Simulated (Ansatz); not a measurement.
SiHg4Se4

Input

```
crystal:
  lattice:
    - [7.1776913384, 0.0, 0.0]
    - [-3.5888456692, 6.2160630396, 0.0]
    - [0.0, 0.0, 10.1951584094]
  atoms:
    - { symbol: Si, position: [0.0, 0.0, 0.5] }
    - { symbol: Hg, position: [0.5384919814, 0.4615080186, 0.5] }
    - { symbol: Hg, position: [0.5384919814, 0.0769839628, 0.5] }
    - { symbol: Hg, position: [0.9230160372, 0.4615080186, 0.5] }
    - { symbol: Hg, position: [0.3333333333, 0.6666666667, 0.0] }
    - { symbol: Se, position: [0.3333333333, 0.6666666667, 0.5] }
    - { symbol: Se, position: [0.3333333333, 0.6666666667, 0.7539761384] }
    - { symbol: Se, position: [0.3333333333, 0.6666666667, 0.2460238616] }
    - { symbol: Se, position: [0.0, 0.0, 0.0] }
basis:
  ecutwfc: 420
kpoints:
  mp_grid: { grid: [6, 6, 4] }
  band_path:
    path:
      - [[0.0, 0.0, 0.0], [0.5, 0.0, 0.0], [0.33333333, 0.33333333, 0.0], [0.0, 0.0, 0.0], [0.0, 0.0, 0.5], [0.5, 0.0, 0.5], [0.33333333, 0.33333333, 0.5], [0.0, 0.0, 0.5]]
      - [[0.5, 0.0, 0.5], [0.5, 0.0, 0.0]]
      - [[0.33333333, 0.33333333, 0.5], [0.33333333, 0.33333333, 0.0]]
    npoints: 14
hamiltonian:
  xc: pbe
scf:
  occupations: { method: gaussian, width: 0.1 }
  n_extra_bands: 22
output:
  forces: true
  stress: true
  eigenvalues: true
  populations: true
  dos: { projected: true, de: 0.02, nscf_kmesh: { grid: [8, 8, 5] } }
  bader: true
  write_density: true
  write_potential: true
  elf: true
  volumetric_format: npy
```

Run with:

```sh
ansatz run input.yaml --threads 1 --pin off --max-ram 2560MiB --backend cpu --events-out ev --progress --plain --runs-dir out
```

Below, planes, directions and counts refer to the conventional cell (a = 7.18 Å, b = 7.18 Å, c = 10.20 Å, α = 90.00°, β = 90.00°, γ = 120.00°).

Space group P-6m2; a structure generated by program, which may or may not match a known phase.

These are results of DFT PBE, scalar-relativistic, plane waves, PAW (Ansatz), not measurements.

Question: Predict the valence pseudo-density and electron localisation function between the atoms.

Answer: Hg–Se (2.51 Å): ρ at the midpoint is about 0.53 e/Å³; the ELF is about 0.35 at the midpoint.
Se–Se (2.59 Å): the density is about 0.42 e/Å³ at the midpoint; the ELF is about 0.45 at the midpoint.
Hg–Hg (2.76 Å): ρ is about 0.36 e/Å³ halfway; the ELF is about 0.25 at the midpoint (no localised pair shows between them).
Bader's partition of the density gives Si +0.25, Hg +0.17 to +0.34 and Se −0.39 to +0.01 e.

Question: How much charge does the calculation move between the atoms?

Answer: Electrons move from Si and Hg towards Se. Bader charges: Si +0.25, Hg +0.17 to +0.34 and Se −0.39 to +0.01 e.

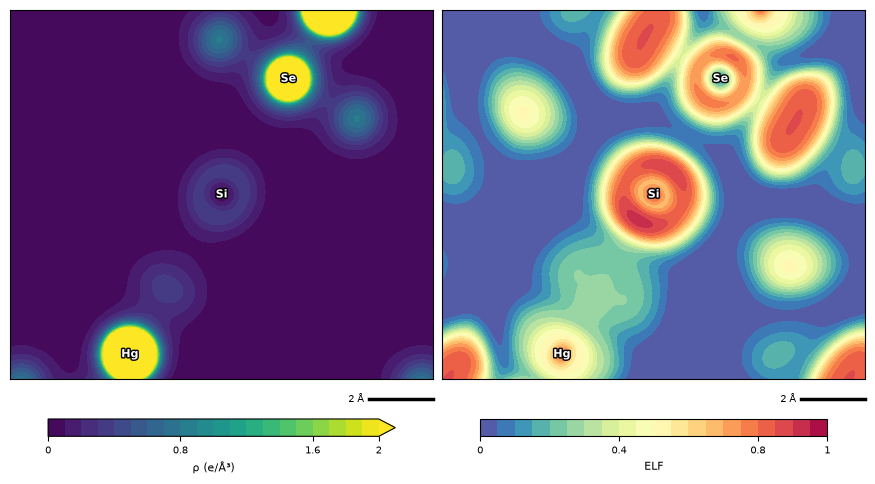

Computed valence pseudo-density and electron localisation function on the (111) plane of the conventional cell, in this order. Atoms just off the plane (Se, 0.9 Å away) can leave unmarked features too.
